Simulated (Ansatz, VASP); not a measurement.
# Cross-check of ZnO (zincite) between VASP and Ansatz

Aim: how closely do two programs agree when they are given the same cell, functional and k mesh?

Calculated with Ansatz 0.2.0; plane waves, with VASP 6.6.1 beside it; single point at PBE.

### 1. The structure

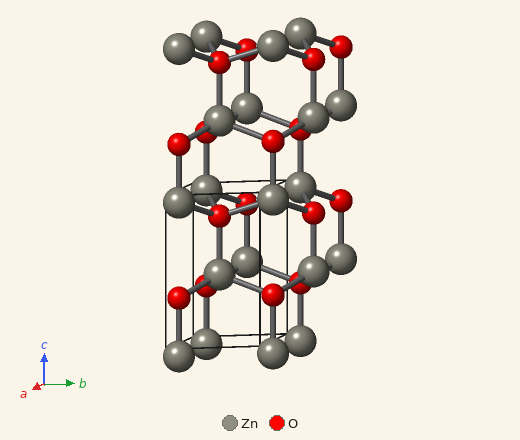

The starting structure, seen slightly off an axis (zinc grey, oxygen red). 2×2×2 cells are drawn. Some periodic images of atoms are drawn too.

Structure file:

```xyz
4
Lattice="3.2493 0.0000 0.0000 -1.6247 2.8140 0.0000 0.0000 0.0000 5.2057" Properties=species:S:1:pos:R:3 pbc="T T T"
Zn    1.6247    0.9380    0.0000
Zn    0.0000    1.8760    2.6029
O     0.0000    1.8760    4.5759
O     1.6247    0.9380    1.9730
```

### 2. VASP: single point, PBE

With cell and atoms fixed, the geometry can't cause a difference; cores, projectors, grids and the points listed under the comparison can.

Lines of VASP's logs that name or quote its potential files are left out, and so is its time.

File INCAR:

```
SYSTEM = ZnO
PREC = Accurate
ENCUT = 520
EDIFF = 1E-07
NELM = 100
ISMEAR = 0
SIGMA = 0.01
LREAL = .FALSE.
ALGO = Normal
GGA = PE
NBANDS = 24
LORBIT = 11
LWAVE = .FALSE.
LCHARG = .FALSE.
KPAR = 2
```

File POSCAR:

```
ZnO
1.0
    3.2493080000      0.0000000000      0.0000000000
   -1.6246540000      2.8139832727      0.0000000000
    0.0000000000      0.0000000000      5.2057090000
Zn O
2 2
Direct
    0.6666666667      0.3333333333      0.0000000000
    0.3333333333      0.6666666667      0.5000000000
    0.3333333333      0.6666666667      0.8790100000
    0.6666666667      0.3333333333      0.3790100000
```

File KPOINTS:

```
Automatic mesh
0
Gamma
7 7 4
0 0 0
```

The projector-augmented-wave data sets are Zn and O (PBE family, release 64).

Started as:

```bash
> mpirun -np 2 vasp_std
```

Numbers of over 12 decimals in the logs are rounded to 6 here.

The log of the run:

```text
[banner, memory and clock lines left out]
running    2 mpi-ranks, on    1 nodes
 distrk:  each k-point on    1 cores,    2 groups
 distr:  one band on    1 cores,    1 groups

 POSCAR found type information on POSCAR ZnO
 POSCAR found :  2 types and       4 ions
 LDA part: xc-table for (Slater+PW92), standard interpolation
 POSCAR, INCAR and KPOINTS ok, starting setup
 FFT: planning ... GRIDC
 FFT: planning ... GRID_SOFT
 FFT: planning ... GRID
 WAVECAR not read
 entering main loop
       N       E                     dE             d eps       ncg     rms          rms(c)
DAV:   1     0.278462917077E+03    0.27846E+03   -0.18787E+04  1168   0.220E+03
DAV:   2     0.574818192053E+01   -0.27271E+03   -0.26044E+03  1256   0.419E+02
DAV:   3    -0.206629704825E+02   -0.26411E+02   -0.26202E+02  1328   0.138E+02
DAV:   4    -0.210618137802E+02   -0.39884E+00   -0.39871E+00  1304   0.180E+01
DAV:   5    -0.210642993998E+02   -0.24856E-02   -0.24856E-02  1344   0.134E+00    0.147E+01
DAV:   6    -0.176667751950E+02    0.33975E+01   -0.90193E+00  1968   0.666E+01    0.906E+00
DAV:   7    -0.178513841405E+02   -0.18461E+00   -0.27481E+00  1208   0.181E+01    0.537E+00
DAV:   8    -0.178666462653E+02   -0.15262E-01   -0.61181E-01  1728   0.798E+00    0.166E+00
DAV:   9    -0.178137401549E+02    0.52906E-01   -0.12937E-01  1760   0.675E+00    0.307E-01
DAV:  10    -0.178168102812E+02   -0.30701E-02   -0.44144E-02  1152   0.146E+00    0.143E-01
DAV:  11    -0.178168131811E+02   -0.28998E-05   -0.94875E-04  1536   0.346E-01    0.301E-02
DAV:  12    -0.178168682050E+02   -0.55024E-04   -0.78519E-05  1368   0.114E-01    0.299E-02
DAV:  13    -0.178168644569E+02    0.37482E-05   -0.21125E-05  1464   0.984E-02    0.108E-02
DAV:  14    -0.178168636721E+02    0.78475E-06   -0.90804E-06  1360   0.377E-02    0.412E-03
DAV:  15    -0.178168631795E+02    0.49260E-06   -0.13114E-06  1440   0.106E-02    0.110E-03
DAV:  16    -0.178168631340E+02    0.45466E-07   -0.10839E-07   712   0.293E-03
   1 F= -.17816863E+02 E0= -.17816863E+02  d E =-.171797E-16
```

OUTCAR, selected parts (step 2):

```text
ion  position               nearest neighbor table
   1  0.667  0.333  0.000-   4 1.97   3 1.98   3 1.98   3 1.98
   2  0.333  0.667  0.500-   3 1.97   4 1.98   4 1.98   4 1.98
   3  0.333  0.667  0.879-   2 1.97   1 1.98   1 1.98   1 1.98
   4  0.667  0.333  0.379-   1 1.97   2 1.98   2 1.98   2 1.98

  LATTYP: Found a hexagonal cell.
 ALAT       =     3.2493080000
 C/A-ratio  =     1.6020977390

 Subroutine GETGRP returns: Found 12 space group operations
 (whereof  6 operations were pure point group operations)

The static configuration has the point symmetry C_3v.
 The point group associated with its full space group is C_6v.

 Found     24 irreducible k-points:

   k-points           NKPTS =     24   k-points in BZ     NKDIM =     24   number of bands    NBANDS=     24

   dimension x,y,z NGX =    24 NGY =   24 NGZ =   40
   dimension x,y,z NGXF=    48 NGYF=   48 NGZF=   80

   ENCUT  =  520.0 eV  38.22 Ry    6.18 a.u.   6.04  6.04  9.68*2*pi/ulx,y,z

   NELECT =      36.0000    total number of electrons

 k-points in reciprocal lattice and weights: Automatic mesh
   0.00000000  0.00000000  0.00000000       0.005
   0.14285714  0.00000000  0.00000000       0.031
   0.28571429  0.00000000  0.00000000       0.031
   0.42857143 -0.00000000  0.00000000       0.031
   0.14285714  0.14285714  0.00000000       0.031
   0.28571429  0.14285714  0.00000000       0.061
   0.42857143  0.14285714  0.00000000       0.031
   0.28571429  0.28571429  0.00000000       0.031
   0.00000000  0.00000000  0.25000000       0.010
[...]
0.42857143  0.14285714  0.50000000       0.031
   0.28571429  0.28571429  0.50000000       0.031

 average (electrostatic) potential at core
       1 -35.8004       2 -35.8004       3 -73.1432       4 -73.1432

 E-fermi :   1.2568

 k-point     1 :       0.0000    0.0000    0.0000
  band No.  band energies     occupation
    ...
     14       0.3916      2.00000
     15       0.3916      2.00000
     16       1.1324      2.00000
     17       1.2031      2.00000
     18       1.2031      2.00000
     19       1.9910      0.00000
     20       6.4100      0.00000
     21       9.4648      0.00000
     22      14.0484      0.00000
     23      14.0484      0.00000
    ...

 k-point     2 :       0.1429    0.0000    0.0000
  band No.  band energies     occupation
    ...
     14      -0.3040      2.00000
     15       0.1284      2.00000
     16       0.2683      2.00000
     17       0.9942      2.00000
     18       1.0623      2.00000
     19       3.2008      0.00000
     20       7.1925      0.00000
     21       9.4494      0.00000
     22      12.3722      0.00000
     23      14.0568      0.00000
    ...

 k-point     3 :       0.2857    0.0000    0.0000
  band No.  band energies     occupation
    ...
     14      -1.6043      2.00000
     15      -0.7503      2.00000
     16      -0.4699      2.00000
     17       0.5759      2.00000
     18       0.7214      2.00000
     19       4.8954      0.00000
     20       8.4995      0.00000
     21       9.3158      0.00000
     22      10.4081      0.00000
     23      12.5328      0.00000
    ...

  Total        1.6246821      1.6246821      2.1505362      0.0000000      0.0000000      0.0000000
  in kB       54.6873272     54.6873272     72.3877474      0.0000000      0.0000000      0.0000000
  external PRESSURE =      60.5874672 kB  Pullay stress =       0.0000000 kB

  energy-cutoff  :      520.00
  volume of cell :       47.60
      direct lattice vectors                 reciprocal lattice vectors
     3.249308000  0.000000000  0.000000000     0.307757836  0.177684070  0.000000000
    -1.624654000  2.813983273  0.000000000     0.000000000  0.355368139  0.000000000
     0.000000000  0.000000000  5.205709000     0.000000000  0.000000000  0.192096792

 POSITION                                       TOTAL-FORCE (eV/Angst)
 -----------------------------------------------------------------------------------
      1.62465      0.93799      0.00000        -0.000000      0.000000     -0.075196
     -0.00000      1.87599      2.60285         0.000000     -0.000000     -0.075196
     -0.00000      1.87599      4.57587        -0.000000     -0.000000      0.075196
      1.62465      0.93799      1.97302         0.000000      0.000000      0.075196
 -----------------------------------------------------------------------------------
    total drift:                               -0.000000     -0.000000     -0.000183

  FREE ENERGIE OF THE ION-ELECTRON SYSTEM (eV)
  ---------------------------------------------------
  free  energy   TOTEN  =       -17.8168631340 eV

  energy  without entropy=      -17.8168631340  energy(sigma->0) =      -17.81686313

 total charge
# of ion       s       p       d       tot
------------------------------------------
    1        0.457   0.488   9.904  10.850
    2        0.457   0.488   9.904  10.850
    3        1.549   3.459   0.000   5.009
    4        1.549   3.459   0.000   5.009
--------------------------------------------------
tot          4.014   7.895  19.808  31.717

[... 3 further parts left out ...]
```

The run ends at a pressure of 6.06 GPa, with forces up to 0.075 eV/Å.

### 3. Ansatz: single point, PBE

Ansatz runs on its default PAW (the set named soft_2) files.

The same cell, functional, mesh and smearing now go to Ansatz, which takes its cutoff from its data sets.

File input.yaml:

```yaml
crystal:
  lattice:
    - [3.249308, 0.0, 0.0]
    - [-1.624654, 2.8139832727, 0.0]
    - [0.0, 0.0, 5.205709]
  atoms:
    - { symbol: Zn, position: [0.6666666667, 0.3333333333, 0.0] }
    - { symbol: Zn, position: [0.3333333333, 0.6666666667, 0.5] }
    - { symbol: O, position: [0.3333333333, 0.6666666667, 0.87901] }
    - { symbol: O, position: [0.6666666667, 0.3333333333, 0.37901] }
hamiltonian:
  xc: pbe
  pseudopotentials: { kind: paw }
kpoints:
  mp_grid: { grid: [7, 7, 4] }
scf:
  occupations: { method: gaussian, width: 0.01 }
  n_extra_bands: 5
output:
  forces: true
  stress: true
  eigenvalues: true
```

Started as:

```bash
> ansatz run input.yaml --threads 2 --pin off --max-ram 4608MiB --backend cpu --events-out ev --progress --plain --runs-dir out
```

The log of the run:

```text
scf.n_extra_bands = 5 over 18 filled bands (N_el = 36.0): the run solves 23 bands
Engine: ansatz 0.2.0, aarch64-unknown-linux-gnu
Pseudopotentials: kind: paw
Pseudopotential: Zn, paw, valence charge 12, recommended cutoff 420 eV (normal), Zn.paw.azcp
Pseudopotential: O, paw, valence charge 6, recommended cutoff 420 eV (normal), O.paw.azcp
Functional definition: PBE
  parameter kappa = 0.804
  parameter beta = 0.066725
  exchange = pbe_x(kappa = kappa, mu = beta*pi^2/3)
  correlation = pbe_c(beta = beta)
Crystal: 4 atoms, lattice volume = 47.598 Å³
Basis set: ecut = 420 eV, 941 PW (Γ), exchange–correlation on 48×48×72 points (8 copies of the dense FFT grid, shifted against one another)
Bands: 23, of which v1, the nominal top of the filled ones, is band 18 counted from 1 (17 counted from 0)
Symmetry: 12 space group operations
Space group: P63mc (ITA 186), of the structure as read, at distance tolerance 3.6e-5 Å
k-points: 24 of 196 (time reversal used)
Non-local potential: Zn, projectors of the file, l = 0: 2, l = 1: 2, l = 2: 3, l = 3: 1
Non-local potential: O, projectors of the file, l = 0: 2, l = 1: 2, l = 2: 1
PAW form: soft (Blöchl's): semilocal exchange-correlation on the pseudo side does not see the compensation charge
PAW one-centre angular grid: Zn, 590 points (default); XC on 64 Gauss nodes
PAW one-centre angular grid: O, 110 points (default); XC on 64 Gauss nodes
Initial density: superposition of atomic densities (neutral atoms: chi_scale 0, normalization atom), corrected by the library's trained network
Initial wavefunctions: pseudopotential atomic-orbital guess
Functional: x = pbe(κ = 0.804, μ = 0.219515), c = pbe(β = 0.066725)
SCF iter   1: F=—  HF=-7773.664088 eV  |F-HF|=—  |Δ(HF+E_count)|=         —  Δρ=6.81e-4  dr2=6.96e-5  ethr=1.77e-3  ⟨swp⟩=6.0  Hψ=2507  notcnv=0
preconditioner: auto → Resta (q_TF=auto, 2.604 Å⁻¹)  ε∞=6.8  [insulator: Δε(μ)=0.806 eV  Ē_g=13.444 eV  σ=0.010 eV  W_gap=1.00  n_scr=22 (ndim 8)  ℏωp=32.3 eV  f_vac=0.035  D(μ)=0.00/eV (n_scr^D=0)  ε∞_Penn≈6.8]
SCF iter   2: F=—  HF=-7773.665438 eV  |F-HF|=—  |Δ(HF+E_count)|=   1.35e-3  Δρ=4.19e-4  dr2=2.89e-5  ethr=1.93e-7  ⟨swp⟩=3.0  Hψ=1515  notcnv=0  defer=24
SCF iter   3: F=—  HF=-7773.665509 eV  |F-HF|=—  |Δ(HF+E_count)|=   7.07e-5  Δρ=2.47e-4  dr2=1.27e-5  ethr=8.02e-8  ⟨swp⟩=2.0  Hψ=910  notcnv=0  defer=24
SCF iter   4: F=—  HF=-7773.665557 eV  |F-HF|=—  |Δ(HF+E_count)|=   4.86e-5  Δρ=9.53e-5  dr2=2.90e-6  ethr=3.52e-8  ⟨swp⟩=2.0  Hψ=992  notcnv=0  defer=24
SCF iter   5: F=—  HF=-7773.665559 eV  |F-HF|=—  |Δ(HF+E_count)|=   2.06e-6  Δρ=2.50e-5  dr2=2.23e-7  ethr=8.06e-9  ⟨swp⟩=2.0  Hψ=905  notcnv=0  defer=24
SCF iter   6: F=-7773.665559 eV  HF=-7773.665559 eV  |F-HF|=7.35e-8  |Δ(HF+E_count)|=   1.32e-7  Δρ=1.23e-5  dr2=5.43e-8  ethr=2.78e-10  ⟨swp⟩=6.8  Hψ=2529  notcnv=0
SCF 1 converged in 6 iterations: F = -7773.665559 eV  dr2 = 5.43e-8
  greatest PAW one-centre occupation: 0.987 electrons in one spin orbital (limit 2), on the Zn atom at site 1 (counted from 0), in its partial waves of l = 2
SCF converged after 6 iterations
Free energy (F): -7773.665559 eV
Harris-Foulkes:  -7773.665559 eV  (|F-HF|=7.35e-8)
Internal energy: -7773.665559 eV  (E = F + TS)
E sigma→0 (E₀):  -7773.665559 eV
Fermi energy:    7.624687 eV
--- Per-component energies (eV) ---
  E_band       = 65.640652
  E_kinetic    = 611.978678
  E_local      = -4003.489056  (includes V_loc(G=0)·N_el)
  E_nonlocal   = 1335.443153
  E_hartree    = 1645.585605
  E_xc         = -420.046028
  E_vxc        = -289.983385  (∫ρ·V_xc dr)
  E_paw        = -3980.547411  (= ΣΔE_a)
  E_vpaw       = -879.482518  (= ΣTr[D̂ρ^β])
  E_aug_tail   = 0.004244  (compensation charges beyond the density's cutoff)
  E_ewald      = -2962.594745
  E_smearing   = -0.000000  (= −TS)
  E_closure    = 0.000000  (closes the sum)
  Σ components = -7773.665559   (vs F -7773.665559, Δ=0.00e0)
--- Forces (eV/Å), atoms counted from 1 ---
  atom   1  Zn     0.00000000     0.00000000    -0.06996658
  atom   2  Zn     0.00000000    -0.00000000    -0.06996658
  atom   3  O     -0.00000000     0.00000000     0.06994724
  atom   4  O      0.00000000    -0.00000000     0.06994724
  max |Σ_I F_I| component: 3.87e-5 eV/Å
--- Stress (GPa, compression-positive) ---
        4.344686       0.000000      -0.000000
        0.000000       4.344686       0.000000
       -0.000000       0.000000       6.033853
  P = ⅓ Tr σ = 4.9077 GPa (49.077 kbar)
--- Band table (eV; the first three rows and the last of 24) ---
  k-point 0: bands = [... 14 lower, 6.4123, 7.1501, 7.2226, 7.2226, 8.0267, 12.4531, 15.4883, 20.0996, ... 1 higher]
  k-point 1: bands = [... 14 lower, 6.5333, 6.5333, 7.1062, 7.1062, 9.1633, 11.9447, 15.9571, 19.6000, ... 1 higher]
  k-point 2: bands = [... 14 lower, 6.8222, 6.8222, 6.8222, 6.8222, 10.6939, 10.6939, 17.3552, 17.3552, ... 1 higher]
  k-point 23: bands = [... 14 lower, 4.7299, 4.7299, 5.9860, 5.9860, 14.3474, 14.3474, 15.8402, 15.8402, ... 1 higher]
```

Elapsed: 1.5 s, on 2 threads of Arm Neoverse V1, shared host; peak memory 0.32 GiB; 2.8 s of CPU time.

The column dr2 measures how far the density is from self-consistency, as an energy; F and HF (Harris–Foulkes) agree once it is small.

The run ends at a pressure of 4.91 GPa, with forces up to 0.070 eV/Å.

### 4. Side by side

Known differences besides the PAW data sets themselves: the cutoff is 420 eV in Ansatz and 520 eV in VASP; VASP leaves aspherical gradient terms in its spheres out (LASPH is not set), Ansatz keeps them. Total energies have different zeros and are not compared.

Compared:

```tsv
quantity	Ansatz	VASP	difference
pressure (GPa)	4.91	6.06	-1.15
gap on the k mesh (eV)	0.804	0.788	+0.016
```

Forces (eV/Å; atoms numbered as in POSCAR):

```tsv
atom	Ansatz x, y, z	VASP x, y, z
Zn1	0.000, 0.000, -0.070	0.000, 0.000, -0.075
Zn2	0.000, 0.000, -0.070	0.000, 0.000, -0.075
O3	0.000, 0.000, 0.070	0.000, 0.000, 0.075
O4	0.000, 0.000, 0.070	0.000, 0.000, 0.075
```

The forces differ by 3.0 meV/Å r.m.s., which is 7.0 % of the r.m.s. force of 0.04 eV/Å (both taken over all components). Ansatz's pressure holds a Pulay correction of 0.73 GPa; VASP's holds none.

### 5. Further runs

The difference is large enough to ask for its cause, so further runs change the set-up of one program at a time, as the table lists.

```tsv
run	difference in pressure (GPa)
as above	-1.2
Ansatz's larger PAW set (cutoff 900 eV)	-1.2
norm-conserving potentials (cutoff 1240 eV)	-1.4
```

### 6. What came out

```json
{"difference in pressure (single point, PBE)": "-1.2 GPa"}
```

What this shows: The difference in pressure is -1.2 GPa (single point, PBE), beyond the 1 GPa picked in this series as the mark of a large difference. For single point, PBE: no further run halves the difference in pressure; only Ansatz's side was varied, and Ansatz's runs with other potentials lie closer to each other than to VASP, which for this quantity points to VASP's side; this was not tested here. How closely two codes agree says nothing of how well the functional describes the real material.

[Lines on the potential files, build, host, timing and source positions are cut from VASP's logs without a mark.]

[Logs are printed without paths, hosts, clocks, repeated set-up lines and the standing remarks that a program may print on its own settings, such as how far it seeks lower states.]

[Hosts, paths, dates, database ids (printed as entryN), source tags and the programs' standing remarks are cut or masked in the printed files.]
